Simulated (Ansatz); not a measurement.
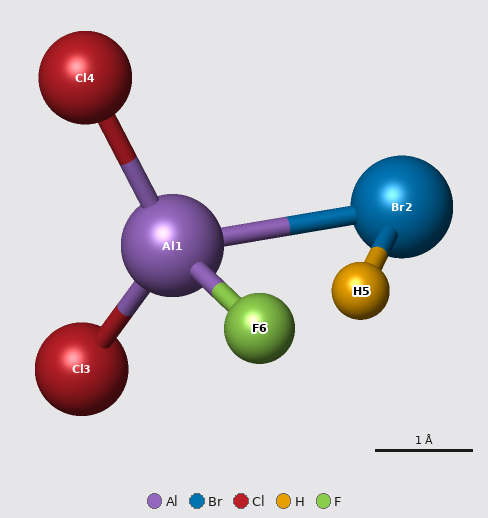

**Figure 1.** The structure (ball-and-stick view, seen at a tilt; atoms are numbered from 1 in the order of the input). Sticks mark near contacts. Bond lengths as drawn: Al–Br 2.49 Å, Al–Cl 2.08 Å, Al–F 1.77 Å and Br–H 1.62 Å.

# Frequency calculation, with input and output: AlHBrCl$_{2}$F

AlHBrCl$_{2}$F, computed with RKS BHLYP-D4/def2-SVP (Ansatz 0.2.0).

It belongs to a series of runs on one base structure; here: vibrations at the highest image of the band. Figures and captions count atoms from 1; the log counts them from 0 in places.

Input file:
```yaml
crystal:
  periodic: [false, false, false]
  atoms:
    - { symbol: Al, position_ang: [-0.342889, -0.446918, -0.135608] }
    - { symbol: Br, position_ang: [1.214003, 1.358668, -0.864106] }
    - { symbol: Cl, position_ang: [0.520161, -2.323213, -0.350049] }
    - { symbol: Cl, position_ang: [-2.292966, -0.049828, -0.727938] }
    - { symbol: H, position_ang: [0.810523, 1.117548, 0.688562] }
    - { symbol: F, position_ang: [0.091167, 0.343744, 1.38914] }
basis:
  gaussian: { orbitals: def2-SVP }
hamiltonian:
  xc: { name: BHLYP }
  dispersion: d4
phonons: {}
```

Machine: 2 threads of AMD EPYC (Zen 3), 16 GiB of memory available, shared host.

Launched with:
```bash
ansatz run input.yaml --threads 2 --pin off --max-ram 3072MiB --backend cpu --events-out ev --progress --plain --runs-dir out
```

Output:
```
Engine: ansatz 0.2.0, x86_64-unknown-linux-gnu
Functional definition: BHLYP
  parameter a = 0.5
  exchange = (1 - a)*b88_x + a*exact_x
  correlation = lyp_c
1034 factors; integrals over basis functions are off by at most 4.1e-4 eV
mean field evaluation 1: about -104404.3044 eV, gradient 2.9e1 eV
mean field evaluation 2: about -104404.3095 eV, gradient 3.2e1 eV
mean field evaluation 4: about -104405.9435 eV, gradient 9.2e-1 eV
mean field evaluation 8: about -104405.9665 eV, gradient 9.9e-3 eV
mean field -104405.96653331 eV, -3836.8485011933 hartree, gradient 3.5e-5 eV, S^2 0.000000; 0 other end points of the search recorded, 0 dependent functions left out
the calculation of the forces begins
reference -104405.96670011 eV, -3836.8485073232 hartree; 46, 46 occupied and 59, 59 virtual orbitals, 1034 factors
these checks for a lower state are left out or cut short: stability, starts, cluster_reference, orbital_swaps, neighbouring_geometries, increment
1034 factors; integrals over basis functions are off by at most 4.1e-4 eV
mean field evaluation 16: about -104405.9454 eV, gradient 2.2e-1 eV
mean field -104405.96644791 eV, -3836.8484980550 hartree, gradient 2.2e-6 eV, S^2 0.000000; 0 other end points of the search recorded, 0 dependent functions left out
[... from here on the field's lines of each further geometry are left out, up to the last ...]
the calculation of the forces begins
reference -104405.96668322 eV, -3836.8485067022 hartree; 46, 46 occupied and 59, 59 virtual orbitals, 1034 factors
these checks for a lower state are left out or cut short: stability, starts, cluster_reference, orbital_swaps, neighbouring_geometries, increment
1034 factors; integrals over basis functions are off by at most 4.1e-4 eV
mean field -104405.96642257 eV, -3836.8484971238 hartree, gradient 1.7e-6 eV, S^2 0.000000; 0 other end points of the search recorded, 0 dependent functions left out
the calculation of the forces begins
reference -104405.96658938 eV, -3836.8485032537 hartree; 46, 46 occupied and 59, 59 virtual orbitals, 1034 factors
WARN: phonons: modes at or below zero, which the zero-point energy, F, S and C_V leave out: 1, the lowest at -869.36 cm⁻¹. A minimum has none, and a first-order saddle one
Total energy: -104406.26988007 eV, -3836.8596489810 hartree
Atom 0 at    -0.342889    -0.446918    -0.135608 Å, force    -0.002362    -0.003507    -0.004892 eV/Å
Atom 1 at     1.214003     1.358668    -0.864106 Å, force     0.003232     0.004590     0.003748 eV/Å
Atom 2 at     0.520161    -2.323213    -0.350049 Å, force    -0.002135     0.008280     0.002608 eV/Å
Atom 3 at    -2.292966    -0.049828    -0.727938 Å, force     0.007965    -0.000013     0.003925 eV/Å
Atom 4 at     0.810523     1.117548     0.688562 Å, force    -0.007748    -0.011883    -0.013200 eV/Å
Atom 5 at     0.091167     0.343744     1.389140 Å, force     0.001048     0.002534     0.007811 eV/Å
Dipole moment:     0.241521     0.307672     0.053183 e Å
Vibrations: -869.36 87.66 121.34 169.86 179.17 313.12 411.62 479.30 645.05 790.69 795.27 1462.87 cm⁻¹, zero-point energy 0.338227 eV
```

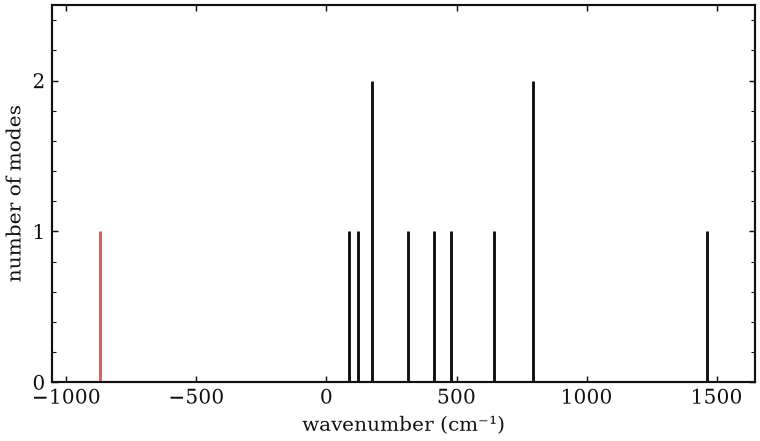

**Figure 2.** Harmonic vibrational wavenumbers from the force constants; neighbouring modes closer than 11 cm⁻¹ are counted in one stick, and imaginary ones are drawn at negative wavenumbers. 12 modes from 869i to 1463 cm⁻¹, 1 imaginary beyond 8i (869i cm⁻¹): a first-order saddle point, if the geometry is stationary.

Summary:

| quantity | value |
| --- | --- |
| outcome | converged |
| total energy | −104406.2699 eV |
| mean-field energy | −104405.9667 eV |
| largest force (length of the vector) | 0.019 eV/Å |
| wall time | 53 s (CPU time 1.7 min) |
| peak memory | 0.28 GiB |
